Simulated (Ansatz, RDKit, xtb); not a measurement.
# C2H4BBr: ranking a sample of isomers, part 2 of 2

Which of a sample of isomers of C2H4BBr is the most stable in the gas at 298.15 K, and what are its properties? The sample is small against all isomers, and the most stable one of this formula need not be in it.

xtb, Ansatz and PySCF; isolated molecules. Earlier steps stand in the parts before.

## (7) Vibrations and thermal terms

The lowest few in one piece go on as finalists. Harmonic vibrations at PBE0-D3(BJ)/def2-SVP test each finalist and give the zero-point energy and the thermal terms. The first, c787a:

Contents of input.yaml:

```yaml
crystal:
  periodic: [false, false, false]
  atoms:
    - {symbol: C, position_ang: [-1.114182, -2.398862, -0.260378]}
    - {symbol: C, position_ang: [-0.412584, -1.553017, -1.036131]}
    - {symbol: B, position_ang: [-2.648900, -2.317867, -0.295621]}
    - {symbol: Br, position_ang: [1.453332, -1.494728, -1.133412]}
    - {symbol: H, position_ang: [-3.331579, -3.051767, 0.379073]}
    - {symbol: H, position_ang: [-3.180140, -1.501979, -1.014714]}
    - {symbol: H, position_ang: [-0.566892, -3.111411, 0.365816]}
    - {symbol: H, position_ang: [-0.889356, -0.813991, -1.686831]}
basis:
  gaussian: {orbitals: def2-SVP}
hamiltonian: {xc: {name: PBE0}, dispersion: d3bj}
scf: {lower_state_search: "off"}
phonons: {}
```

On the command line:

```bash
$ ansatz run input.yaml --threads 2 --pin off --max-ram 5220MiB --events-out events.jsonl --progress --plain --runs-dir runs
```

The log of the run, shortened:

```text
Warning: RAYON_NUM_THREADS=2 ignored (pool sized by the plan → 2); use --threads N
Functional definition: PBE0
  name "PBE0"
[...]
1046 factors; integrals over basis functions are off by at most 2.5e-4 eV
[...]
mean field -72838.30495703 eV, -2676.7583355946 hartree, gradient 7.3e-6 eV, S^2 0.000000; 0 other end points of the search recorded, 0 dependent functions left out
[...]
reference -72838.30498291 eV, -2676.7583365457 hartree; 28, 28 occupied and 66, 66 virtual orbitals, 1046 factors
[...]
1046 factors; integrals over basis functions are off by at most 2.5e-4 eV
mean field -72838.30477047 eV, -2676.7583287385 hartree, gradient 2.4e-6 eV, S^2 0.000000; 0 other end points of the search recorded, 0 dependent functions left out
[...]
reference -72838.30479635 eV, -2676.7583296897 hartree; 28, 28 occupied and 66, 66 virtual orbitals, 1046 factors
[...]
Atom 1 at    -0.412584    -1.553017    -1.036131 Å, force    -0.000013     0.002807     0.000419 eV/Å
Atom 2 at    -2.648900    -2.317867    -0.295621 Å, force    -0.001769    -0.000114    -0.001660 eV/Å
Atom 3 at     1.453332    -1.494728    -1.133412 Å, force     0.001857    -0.000432    -0.000137 eV/Å
Atom 4 at    -3.331579    -3.051767     0.379073 Å, force     0.001281    -0.000184     0.000780 eV/Å
Atom 5 at    -3.180140    -1.501979    -1.014714 Å, force    -0.000369     0.001078    -0.000466 eV/Å
Atom 6 at    -0.566892    -3.111411     0.365816 Å, force     0.000869    -0.000316    -0.001096 eV/Å
Atom 7 at    -0.889356    -0.813991    -1.686831 Å, force    -0.000598    -0.001131    -0.000796 eV/Å
Dipole moment:     0.078555     0.048741    -0.045434 e Å
Vibrations: 147.94 229.80 347.49 348.04 699.13 814.27 861.90 991.42 1007.23 1049.54 1189.94 1247.24 1296.45 1627.88 2577.08 2672.20 3193.50 3224.59 cm⁻¹, zero-point energy 1.458404 eV
Checks for a lower state left out: stability, starts, cluster_reference, orbital_swaps, neighbouring_geometries, increment
```

Wall time 70 s (2 threads of Arm Neoverse V1, shared host); peak memory 0.18 GiB.

## (8) Zero-point energy and free-energy terms

At 298.15 K and 1 atm, ideal gas, rigid rotor and harmonic oscillator:

```tsv
label	SMILES	spin	point group	lowest mode (cm⁻¹)	zero-point (kcal/mol)	G − E (kcal/mol)
c787a	B/C=C/Br	singlet	Cs	148	33.6	15.5
c607a	BC(=C)Br	singlet	Cs	174	33.4	15.2
c072a	B/C=C\Br	singlet	Cs	182	33.6	15.4
```

## (9) Last filter: a higher level

Each finalist gets a single point at CCSD(T)/def2-TZVP.

c787a, CCSD(T)/def2-TZVP:

Contents of input.yaml:

```yaml
crystal:
  periodic: [false, false, false]
  atoms:
    - symbol: C
      position_ang: [-1.114182, -2.398862, -0.260378]
    - symbol: C
      position_ang: [-0.412584, -1.553017, -1.036131]
    - symbol: B
      position_ang: [-2.648900, -2.317867, -0.295621]
    - symbol: Br
      position_ang: [1.453332, -1.494728, -1.133412]
    - symbol: H
      position_ang: [-3.331579, -3.051767, 0.379073]
    - symbol: H
      position_ang: [-3.180140, -1.501979, -1.014714]
    - symbol: H
      position_ang: [-0.566892, -3.111411, 0.365816]
    - symbol: H
      position_ang: [-0.889356, -0.813991, -1.686831]
basis:
  gaussian: {orbitals: def2-TZVP}
total_charge: 0
magnetization: {spin_polarized: false, initial_magnetization: 0}
correlation: {method: ccsd_t, frozen_orbitals: {C: 1, B: 1, H: 0, Br: 9}}
```

On the command line:

```bash
$ ansatz run input.yaml --threads 2 --pin off --max-ram 5220MiB --events-out events.jsonl --progress --plain --runs-dir runs
```

The log of the run, shortened:

```text
Warning: RAYON_NUM_THREADS=2 ignored (pool sized by the plan → 2); use --threads N
Functional definition: HF
  name "HF"
[...]
1117 factors; integrals over basis functions are off by at most 1.1e-3 eV
[...]
mean field -72794.88042659 eV, -2675.1625135349 hartree, gradient 2.1e-6 eV, S^2 0.000000; 0 other end points of the search recorded, 0 dependent functions left out; unrestricted orbitals would lower it
12 core orbitals not correlated: weight in the atoms' cores, before any rotation towards them, 1.000 or more for the frozen orbitals, at most 0.000 for the correlated occupied ones
reference -72794.88042659 eV, -2675.1625135349 hartree; 16, 16 occupied and 137, 137 virtual orbitals, 1117 factors
second order -18.68583733 eV of doubles, -0.00000000 eV of singles
cycle   1  -18.96992710 eV  change   -2.8e-1 eV  update   9.7e-2
[...]
cycle  10  -19.56756876 eV  change    1.8e-5 eV  update   1.8e-5
perturbative correction -0.83167106 eV, -0.0305633476 hartree
Total energy: -72815.27966640 eV, -2675.9121717710 hartree
```

It took 57 s on 2 threads of Arm Neoverse V1, shared host; peak memory 1.4 GiB.

## (10) c607a at CCSD(T)/def2-TZVP

Contents of input.yaml:

```yaml
crystal:
  periodic: [false, false, false]
  atoms:
    - {symbol: C, position_ang: [-1.037397, -2.054336, -0.908009]}
    - {symbol: C, position_ang: [-0.385371, -1.768408, 0.233055]}
    - {symbol: B, position_ang: [-2.576449, -2.171450, -0.965563]}
    - {symbol: Br, position_ang: [-0.032741, -2.323842, -2.502087]}
    - {symbol: H, position_ang: [-3.184712, -1.993675, 0.064038]}
    - {symbol: H, position_ang: [-3.160298, -2.428934, -1.987162]}
    - {symbol: H, position_ang: [-0.965775, -1.613892, 1.147622]}
    - {symbol: H, position_ang: [0.703515, -1.681125, 0.297279]}
basis:
  gaussian:
    orbitals: def2-TZVP
correlation:
  method: ccsd_t
  frozen_orbitals: {C: 1, B: 1, H: 0, Br: 9}
```

On the command line:

```bash
$ ansatz run input.yaml --threads 2 --pin off --max-ram 5220MiB --events-out events.jsonl --progress --plain --runs-dir runs
```

The log of the run, shortened:

```text
Warning: RAYON_NUM_THREADS=2 ignored (pool sized by the plan → 2); use --threads N
Functional definition: HF
  name "HF"
[...]
1116 factors; integrals over basis functions are off by at most 1.3e-3 eV
[...]
mean field -72794.83997827 eV, -2675.1610270869 hartree, gradient 2.2e-6 eV, S^2 0.000000; 0 other end points of the search recorded, 0 dependent functions left out; unrestricted orbitals would lower it
12 core orbitals not correlated: weight in the atoms' cores, before any rotation towards them, 1.000 or more for the frozen orbitals, at most 0.000 for the correlated occupied ones
reference -72794.83997827 eV, -2675.1610270869 hartree; 16, 16 occupied and 137, 137 virtual orbitals, 1116 factors
second order -18.65576977 eV of doubles, -0.00000000 eV of singles
cycle   1  -18.95631661 eV  change   -3.0e-1 eV  update   9.5e-2
[...]
cycle  10  -19.55838510 eV  change    2.7e-5 eV  update   1.2e-5
perturbative correction -0.82916631 eV, -0.0304712997 hartree
Total energy: -72815.22752968 eV, -2675.9102557817 hartree
```

Run time: 58 s. Hardware: 2 threads of Arm Neoverse V1, shared host; peak memory 1.4 GiB.

For c787a, c607a, c072a the log finds that unrestricted Hartree-Fock orbitals lie lower, a sign to watch the closed-shell reference there.

## (11) The ranking

Energies in kcal/mol from c787a; G adds the thermal terms to the CCSD(T)/def2-TZVP energy. The columns left of the relaxed level are at the tight-binding geometries.

```tsv
label	SMILES	spin	GFN2-xTB	HF/STO-3G	r2SCAN-D4/def2-SVP	PBE0-D3(BJ)/def2-SVP	HF/def2-TZVP	MP2/def2-TZVP	CCSD(T)/def2-TZVP	G	share at equilibrium	T1
c787a	B/C=C/Br	singlet	0.0	0.0	0.0	0.0	0.0	0.0	0.0	0.0	80.9 %	0.010
c607a	BC(=C)Br	singlet	2.2	2.9	2.7	2.5	0.9	1.6	1.2	0.9	18.5 %	0.010
c072a	B/C=C\Br	singlet	1.7	2.2	2.7	2.8	3.4	3.1	3.0	2.8	0.7 %	0.010
```

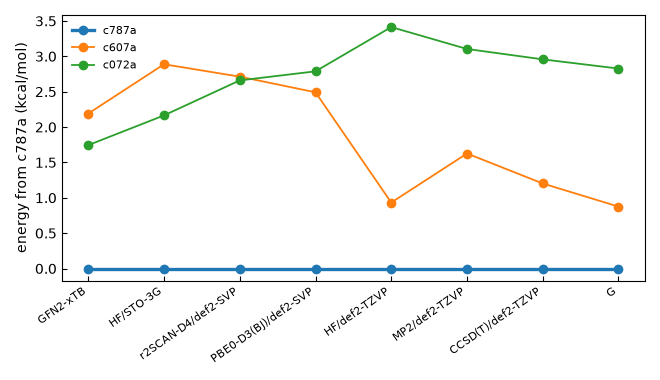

The finalists at each level, measured from c787a.

Lowest found: c787a, `B/C=C/Br`, a singlet of point group Cs. Bond lengths: C1–C2 1.345 Å, C1–B3 1.537 Å, C2–Br4 1.869 Å, B3–H5 1.208 Å, B3–H6 1.210 Å, C1–H7 1.095 Å, C2–H8 1.094 Å. Angles: C1–C2–Br4 124.8°, C2–C1–B3 118.3°, C1–C2–H8 122.7°, Br4–C2–H8 112.5°, C2–C1–H7 118.6°, B3–C1–H7 123.1°, C1–B3–H5 121.3°, C1–B3–H6 119.2°, H5–B3–H6 119.6°.

```xyz
8

C    -1.1142   -2.3989   -0.2604
C    -0.4126   -1.5530   -1.0361
B    -2.6489   -2.3179   -0.2956
Br    1.4533   -1.4947   -1.1334
H    -3.3316   -3.0518    0.3791
H    -3.1801   -1.5020   -1.0147
H    -0.5669   -3.1114    0.3658
H    -0.8894   -0.8140   -1.6868
```

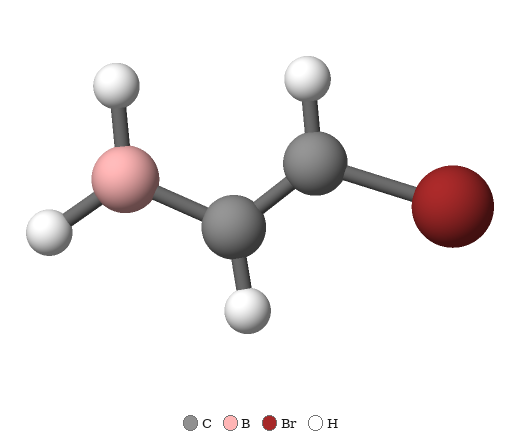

The lowest structure found, seen from a chosen angle (carbon grey, boron pink, bromine red, hydrogen white).

## (12) Outcome

What follows sums up all 2 parts.

```
                                                       quantity                                                                  value
                                         lowest structure found                                                  B/C=C/Br, singlet, Cs
                                                  next finalist                            BC(=C)Br, singlet, 0.9 kcal/mol higher in G
                      share at equilibrium, among the finalists                                                                 80.9 %
                                                         funnel  3 starts, 3 minima at GFN2-xTB, 5 screening runs, 3 relaxed, 3 ranked
                                           CPU time of all runs                                                                 14 min
harmonic wavenumbers, lowest and highest (PBE0-D3(BJ)/def2-SVP)                                                      148 and 3225 cm⁻¹
                            rotational constants, same geometry                                           1.457, 0.06096, 0.05852 cm⁻¹
```

**Reading.** The lowest structure found is `B/C=C/Br`. Its margin of 0.9 kcal/mol is inside the likely error of CCSD(T)/def2-TZVP with harmonic terms (about 2 kcal/mol), so the order of the first two is not settled. GFN2-xTB, HF/STO-3G, r2SCAN-D4/def2-SVP, PBE0-D3(BJ)/def2-SVP, HF/def2-TZVP and MP2/def2-TZVP already put its bonding pattern lowest among the structures in one piece. The largest share of the time went into the vibrations (49 %). The search is not exhaustive (a finite list of starts, one conformer a finalist), so a lower isomer can't be ruled out. Only 3 drawn patterns were tried, so whole families of isomers are missing, and the result ranks this sample alone.
